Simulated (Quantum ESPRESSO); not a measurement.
**BaCoSO: parallel and opposed starts**

Does BaCoSO prefer parallel or opposed moments?

Main program and level: Quantum ESPRESSO 7.5; PBEsol with U = 3.5 eV on Co d (ortho-atomic projectors); plane waves with GBRV 1.5 PBEsol potentials, no spin-orbit coupling.

### Step 1. Set-up

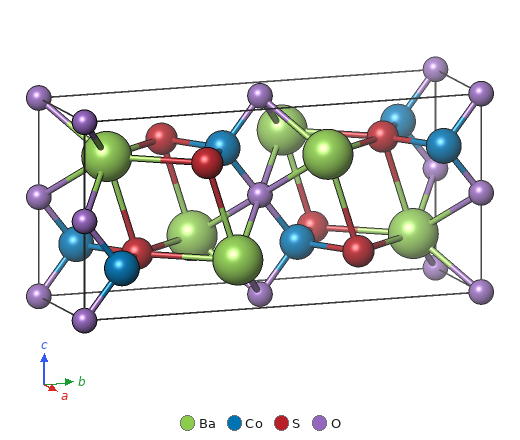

The starting structure, seen slightly off an axis (barium green, cobalt blue, sulfur red, oxygen purple). This picture shows the conventional cell, with its axes. Some periodic images of atoms are drawn too.

The cell comes from Materials Project 2023-11-01, a database of computed structures, and need not be the stable phase.

### Step 2. Start 1: ferro ++

The signs are those of the starting moments on the seeded atoms, the atoms that are given a moment.

pw.in

```
&CONTROL
  calculation = 'scf'
  prefix = 'pwscf'
  outdir = './tmp'
  pseudo_dir = './pseudo'
  disk_io = 'nowf'
/
&SYSTEM
  ibrav = 0
  nat = 8
  ntyp = 4
  ecutwfc = 40
  ecutrho = 280
  nbnd = 54
  occupations = 'smearing'
  smearing = 'fd'
  degauss = 0.00367493
  nspin = 2
  starting_magnetization(1) = 0
  starting_magnetization(2) = 0.1765
  starting_magnetization(3) = 0
  starting_magnetization(4) = 0
/
&ELECTRONS
  conv_thr = 1.6d-08
  electron_maxstep = 150
  mixing_beta = 0.3
/
ATOMIC_SPECIES
Ba    137.3270 ba_pbesol_v1.uspp.F.UPF
Co     58.9332 co_pbesol_v1.2.uspp.F.UPF
S      32.0600 s_pbesol_v1.4.uspp.F.UPF
O      15.9990 o_pbesol_v1.2.uspp.F.UPF
CELL_PARAMETERS angstrom
   2.0177100000   -6.4568970000    0.0000000000
   2.0177100000    6.4568970000    0.0000000000
   0.0000000000    0.0000000000    6.1795440000
ATOMIC_POSITIONS crystal
Ba      0.6136220000    0.3863780000    0.2500000000
Ba      0.3863780000    0.6136220000    0.7500000000
Co      0.9056390000    0.0943610000    0.2500000000
Co      0.0943610000    0.9056390000    0.7500000000
S       0.3095670000    0.6904330000    0.2500000000
S       0.6904330000    0.3095670000    0.7500000000
O       0.0000000000    0.0000000000    0.5000000000
O       0.0000000000    0.0000000000    0.0000000000
K_POINTS automatic
6 6 6 0 0 0
HUBBARD {ortho-atomic}
U Co-3d 3.5000
```

The run is started by

```bash
OMP_NUM_THREADS=1 mpirun -n 4 pw.x -nk 4 -in pw.in > pw.out
```

Output:

```text
Program PWSCF v.7.5 starts

     Message from routine setup:
     using ibrav=0 with symmetry is DISCOURAGED, use correct ibrav instead

     K-points division:     npool     =       4
     Subspace diagonalization in iterative solution of the eigenvalue problem:

     G-vector sticks info
     --------------------
     sticks:   dense  smooth     PW     G-vecs:    dense   smooth      PW
     Sum        2077    1187    379                85979    37137    6833

     Using Slab Decomposition

     bravais-lattice index     =            0
     lattice parameter (alat)  =      12.7836  a.u.
     unit-cell volume          =    1086.5898 (a.u.)^3
     number of atoms/cell      =            8
     number of atomic types    =            4
     number of electrons       =        78.00
     number of Kohn-Sham states=           54
     kinetic-energy cutoff     =      40.0000  Ry
     charge density cutoff     =     280.0000  Ry
     scf convergence threshold =      1.6E-08
     mixing beta               =       0.3000
     number of iterations used =            8  plain     mixing
     Exchange-correlation= SLA  PW   PSX  PSC
                           (   1   4  10   8   0   0   0)
     Hubbard projectors: ortho-atomic
     Hubbard parameters of DFT+U (Dudarev formulation) in eV:
     U(Co-3d) =  3.5000

     Internal variables: lda_plus_u =T, lda_plus_u_kind = 0

     Internal variables: orbital_resolved =F, hub_pot_fix =F, apply_U = F

     celldm(1)=  12.783641  celldm(2)=   0.000000  celldm(3)=   0.000000
     celldm(4)=   0.000000  celldm(5)=   0.000000  celldm(6)=   0.000000

     crystal axes: (cart. coord. in units of alat)
               a(1) = (   0.298266  -0.954483   0.000000 )
               a(2) = (   0.298266   0.954483   0.000000 )
               a(3) = (   0.000000   0.000000   0.913484 )

     reciprocal axes: (cart. coord. in units 2 pi/alat)
               b(1) = (  1.676359 -0.523844  0.000000 )
               b(2) = (  1.676359  0.523844 -0.000000 )
               b(3) = ( -0.000000  0.000000  1.094710 )

     PseudoPot. # 1 for Ba read from file:
     ba_pbesol_v1.uspp.F.UPF
     Pseudo is Ultrasoft + core correction, Zval = 10.0
     Generated by new atomic code, or converted to UPF format
     Using radial grid of  907 points,  7 beta functions with:
                l(1) =   0
                l(2) =   0
                l(3) =   1
                l(4) =   1
                l(5) =   2
                l(6) =   2
                l(7) =   3
     Q(r) pseudized with  6 coefficients,  rinner =    1.700   1.700   1.700
                                                       1.700   1.700   1.700
                                                       1.700

     PseudoPot. # 2 for Co read from file:
     co_pbesol_v1.2.uspp.F.UPF
     Pseudo is Ultrasoft + core correction, Zval = 17.0
     Generated by new atomic code, or converted to UPF format
     Using radial grid of  863 points,  6 beta functions with:
                l(1) =   0
                l(2) =   0
                l(3) =   1
                l(4) =   1
                l(5) =   2
                l(6) =   2
     Q(r) pseudized with  8 coefficients,  rinner =    1.200   1.200   1.200
                                                       1.200   1.200

     PseudoPot. # 3 for S  read from file:
     s_pbesol_v1.4.uspp.F.UPF
     Pseudo is Ultrasoft + core correction, Zval =  6.0
     Generated by new atomic code, or converted to UPF format
     Using radial grid of  907 points,  6 beta functions with:
                l(1) =   0
                l(2) =   0
                l(3) =   1
                l(4) =   1
                l(5) =   2
                l(6) =   2
     Q(r) pseudized with  8 coefficients,  rinner =    1.300   1.300   1.300
                                                       1.300   1.300

     PseudoPot. # 4 for O  read from file:
     o_pbesol_v1.2.uspp.F.UPF
     Pseudo is Ultrasoft + core correction, Zval =  6.0
     Generated by new atomic code, or converted to UPF format
     Using radial grid of  737 points,  5 beta functions with:
                l(1) =   0
                l(2) =   0
                l(3) =   1
                l(4) =   1
                l(5) =   2
     Q(r) pseudized with  8 coefficients,  rinner =    0.900   0.900   0.900
                                                       0.900   0.900

     atomic species   valence    mass     pseudopotential
     Ba               10.00   137.32700     Ba( 1.00)
     Co               17.00    58.93320     Co( 1.00)
     S                 6.00    32.06000     S ( 1.00)
     O                 6.00    15.99900     O ( 1.00)

     Starting magnetic structure
     atomic species   magnetization
     Ba              0.000
     Co              0.176
     S               0.000
     O               0.000

      8 Sym. Ops., with inversion, found ( 4 have fractional translation)

   Cartesian axes

     site n.     atom                  positions (alat units)
         1        Ba     tau(   1) = (   0.2982655  -0.2169005   0.2283709  )
         2        Ba     tau(   2) = (   0.2982655   0.2169005   0.6851127  )
         3        Co     tau(   3) = (   0.2982655  -0.7743510   0.2283709  )
         4        Co     tau(   4) = (   0.2982655   0.7743510   0.6851127  )
         5        S      tau(   5) = (   0.2982655   0.3635301   0.2283709  )
         6        S      tau(   6) = (   0.2982655  -0.3635301   0.6851127  )
         7        O      tau(   7) = (   0.0000000   0.0000000   0.4567418  )
         8        O      tau(   8) = (   0.0000000   0.0000000   0.0000000  )

     number of k points=    52  Fermi-Dirac smearing, width (Ry)=  0.0037
                       cart. coord. in units 2pi/alat
        k(    1) = (   0.0000000   0.0000000   0.0000000), wk =   0.0046296
        k(    2) = (   0.0000000   0.0000000   0.1824517), wk =   0.0092593
        k(    3) = (   0.0000000   0.0000000   0.3649035), wk =   0.0092593
        k(    4) = (   0.0000000   0.0000000  -0.5473552), wk =   0.0046296
        k(    5) = (   0.2793931   0.0873073   0.0000000), wk =   0.0185185
        [... 47 further k-points ...]

     Dense  grid:    85979 G-vectors     FFT dimensions: (  72,  72,  64)

     Smooth grid:    37137 G-vectors     FFT dimensions: (  54,  54,  48)

     Check: negative core charge=   -0.000013
     Generating pointlists ...
     new r_m :   0.1789 (alat units)  2.2874 (a.u.) for type    1
     new r_m :   0.1200 (alat units)  1.5338 (a.u.) for type    2
     new r_m :   0.1444 (alat units)  1.8464 (a.u.) for type    3
     new r_m :   0.1200 (alat units)  1.5338 (a.u.) for type    4

     Initial potential from superposition of free atoms

     starting charge      75.9723, renormalised to      78.0000

     negative rho (up, down):  9.869E-02 9.870E-02

     STARTING HUBBARD OCCUPATIONS:

     =================== HUBBARD OCCUPATIONS ===================
     ------------------------ ATOM    3 ------------------------
     Tr[ns(  3)] (up, down, total) =   5.00000  2.00000  7.00000
     Atomic magnetic moment for atom   3 =   3.00000
     [... lines left out ...]
     ------------------------ ATOM    4 ------------------------
     Tr[ns(  4)] (up, down, total) =   5.00000  2.00000  7.00000
     Atomic magnetic moment for atom   4 =   3.00000
     [... lines left out ...]
     Number of occupied Hubbard levels =   14.0000

     Atomic wfc used for Hubbard projectors are orthogonalized

     Starting wfcs are   68 randomized atomic wfcs

     Self-consistent Calculation

     iteration #  1     ecut=    40.00 Ry     beta= 0.30
     Davidson diagonalization with overlap
     ethr =  1.00E-02,  avg # of iterations =  3.3

     =================== HUBBARD OCCUPATIONS ===================
     ------------------------ ATOM    3 ------------------------
     Tr[ns(  3)] (up, down, total) =   4.64165  0.68160  5.32325
     Atomic magnetic moment for atom   3 =   3.96006
     [... lines left out ...]
     ------------------------ ATOM    4 ------------------------
     Tr[ns(  4)] (up, down, total) =   4.64165  0.68160  5.32325
     Atomic magnetic moment for atom   4 =   3.96006
     [... lines left out ...]
     Number of occupied Hubbard levels =   10.6465

     negative rho (up, down):  9.429E-02 9.236E-02

     total energy              =    -846.03956977 Ry
     estimated scf accuracy    <      10.22426606 Ry

     total magnetization       =     7.12 Bohr mag/cell
     absolute magnetization    =     8.90 Bohr mag/cell

     iteration #  2     ecut=    40.00 Ry     beta= 0.30
     Davidson diagonalization with overlap
     ethr =  1.00E-02,  avg # of iterations =  2.5

     negative rho (up, down):  9.336E-02 9.164E-02

     total energy              =    -847.60398567 Ry
     estimated scf accuracy    <      21.97292740 Ry

     total magnetization       =     1.06 Bohr mag/cell
     absolute magnetization    =     1.10 Bohr mag/cell

     iteration #  3     ecut=    40.00 Ry     beta= 0.30
     Davidson diagonalization with overlap
     ethr =  1.00E-02,  avg # of iterations =  1.9

     negative rho (up, down):  9.220E-02 9.066E-02

     total energy              =    -849.51199526 Ry
     estimated scf accuracy    <       0.36059598 Ry

     total magnetization       =     6.00 Bohr mag/cell
     absolute magnetization    =     6.24 Bohr mag/cell

     [... further iterations left out ...]

     iteration # 18     ecut=    40.00 Ry     beta= 0.30
     Davidson diagonalization with overlap
     ethr =  2.18E-09,  avg # of iterations =  2.5

     negative rho (up, down):  8.830E-02 8.865E-02

     total energy              =    -849.73152225 Ry
     estimated scf accuracy    <       0.00000073 Ry

     total magnetization       =     6.00 Bohr mag/cell
     absolute magnetization    =     6.03 Bohr mag/cell

     iteration # 19     ecut=    40.00 Ry     beta= 0.30
     Davidson diagonalization with overlap
     ethr =  9.40E-10,  avg # of iterations =  2.0

     negative rho (up, down):  8.830E-02 8.865E-02

     total energy              =    -849.73152309 Ry
     estimated scf accuracy    <       0.00000014 Ry

     total magnetization       =     6.00 Bohr mag/cell
     absolute magnetization    =     6.03 Bohr mag/cell

     iteration # 20     ecut=    40.00 Ry     beta= 0.30
     Davidson diagonalization with overlap
     ethr =  1.82E-10,  avg # of iterations =  2.2

     negative rho (up, down):  8.830E-02 8.865E-02

     total energy              =    -849.73152336 Ry
     estimated scf accuracy    <       0.00000002 Ry

     total magnetization       =     6.00 Bohr mag/cell
     absolute magnetization    =     6.03 Bohr mag/cell

     iteration # 21     ecut=    40.00 Ry     beta= 0.30
     Davidson diagonalization with overlap
     ethr =  2.53E-11,  avg # of iterations =  3.6

     negative rho (up, down):  8.830E-02 8.865E-02

     Magnetic moment per site  (integrated on atomic sphere of radius R)
     atom   1 (R=0.179)  charge=  7.0441  magn=  0.0042
     atom   2 (R=0.179)  charge=  7.0441  magn=  0.0042
     atom   3 (R=0.120)  charge= 14.2238  magn=  2.4018
     atom   4 (R=0.120)  charge= 14.2238  magn=  2.4018
     atom   5 (R=0.144)  charge=  4.0025  magn=  0.0752
     atom   6 (R=0.144)  charge=  4.0025  magn=  0.0752
     atom   7 (R=0.120)  charge=  5.3359  magn=  0.1634
     atom   8 (R=0.120)  charge=  5.3359  magn=  0.1634

     End of self-consistent calculation

     =================== HUBBARD OCCUPATIONS ===================
     ------------------------ ATOM    3 ------------------------
     Tr[ns(  3)] (up, down, total) =   4.93763  2.36493  7.30257
     Atomic magnetic moment for atom   3 =   2.57270
     [... lines left out ...]
     ------------------------ ATOM    4 ------------------------
     Tr[ns(  4)] (up, down, total) =   4.93763  2.36493  7.30257
     Atomic magnetic moment for atom   4 =   2.57270
     [... lines left out ...]
     Number of occupied Hubbard levels =   14.6051

     Number of k-points >= 100: set verbosity='high' to print the bands.

     the Fermi energy is     9.0321 ev

!    total energy              =    -849.73152338 Ry
     estimated scf accuracy    <          3.5E-09 Ry
     smearing contrib. (-TS)   =      -0.00000004 Ry
     internal energy E=F+TS    =    -849.73152333 Ry

     The total energy is F=E-TS. E is the sum of the following terms:
     one-electron contribution =    -608.61114964 Ry
     hartree contribution      =     338.37756873 Ry
     xc contribution           =    -151.12265464 Ry
     ewald contribution        =    -428.49799722 Ry
     Hubbard energy            =       0.12270944 Ry

     total magnetization       =     6.00 Bohr mag/cell
     absolute magnetization    =     6.03 Bohr mag/cell

     convergence has been achieved in  21 iterations

=------------------------------------------------------------------------------=
   JOB DONE.
=------------------------------------------------------------------------------=
```

Run time: 6.9 min. Hardware: 4 MPI ranks of Arm Neoverse V1, shared host; peak memory 1.6 GiB.

Spin moment in the atom's sphere by atom:

| atom | spin moment in the atom's sphere (μB) |
| --- | --- |
| Ba1 | 0.00 |
| Ba2 | 0.00 |
| Co3 | 2.40 |
| Co4 | 2.40 |
| S5 | 0.08 |
| S6 | 0.08 |
| O7 | 0.16 |
| O8 | 0.16 |

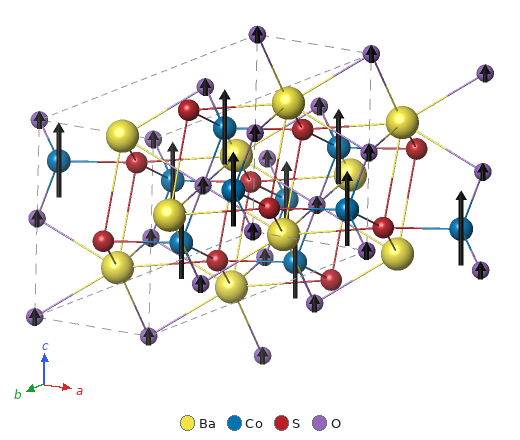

Spin moment in the atom's sphere as arrows, the longest 2.40 μB. Up and down stand for the sign. Arrows give size and sign along the axis of quantisation, drawn up and down the page. Each arrow also spans its atom, so small moments look longer than they are. 2×1×1 conventional cells are drawn. Some periodic images of atoms are drawn too.

This step gave:

```
smearing term TS       : 6.04e-7 eV
magnetization          : 6 μB
absolute magnetization : 6.031 μB
final state            : ferromagnetic
```

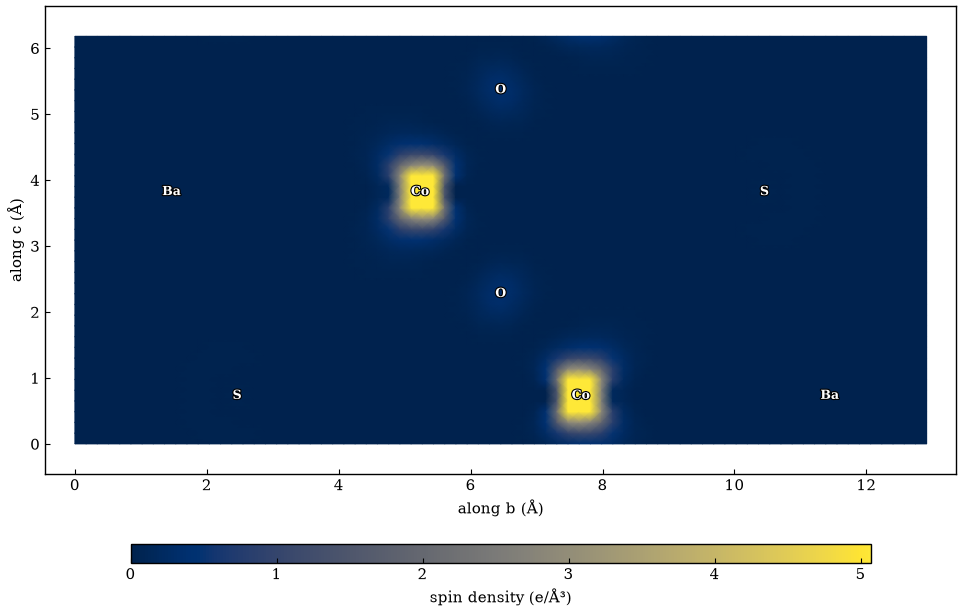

Spin density in the bc plane of the conventional cell at fractional x = 0.000, with atoms of Ba and Co and S and O within 0.2 Å of it. The map starts off the cell's origin, so that atoms lie inside it.

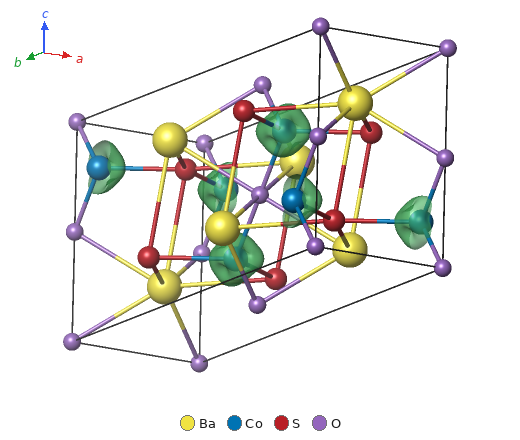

Surface of spin density = 0.4 e/Å³, which holds about 70 % of the integral of its size.

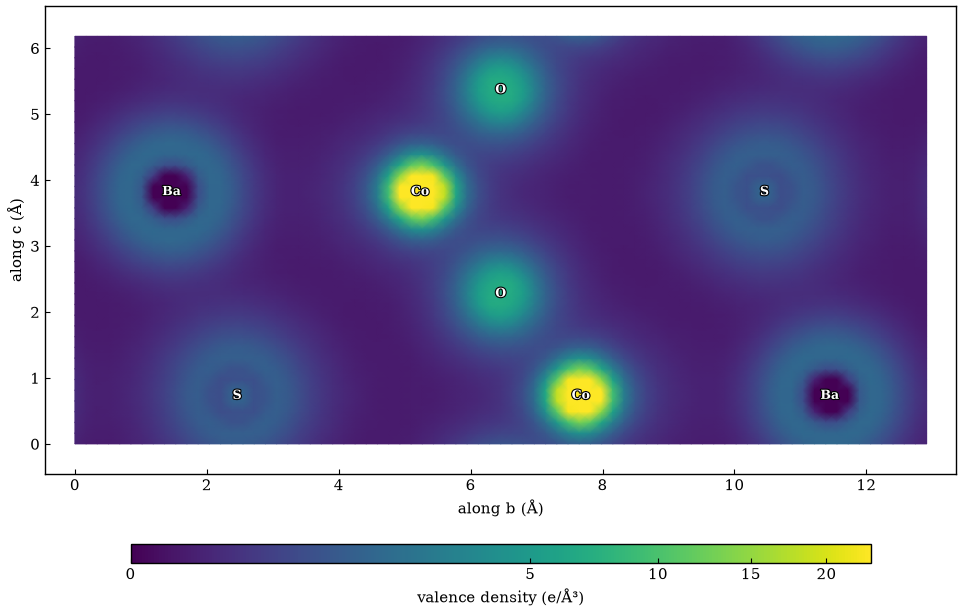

Valence density in the bc plane of the conventional cell at fractional x = 0.000, with atoms of Ba and Co and S and O within 0.2 Å of it. It is the smooth field of the valence electrons, not physical close to the nuclei. The map starts off the cell's origin, so that atoms lie inside it. The colour scale is stretched toward low values.

(Part 1 of 2 ends here.)

[Logs and program files are shortened in this print: banners, set-up blocks, solver, clock and traceback lines can be left out without a mark of their own.]

[Logs are printed without paths, hosts, clocks, repeated set-up lines and the standing remarks that a program may print on its own settings, such as how far it seeks lower states.]

[Hosts, paths, dates, database ids (printed as entryN), source tags and the programs' standing remarks are cut or masked in the printed files.]

[Where a cell is said to come from a database of computed structures, the database is the Materials Project.]
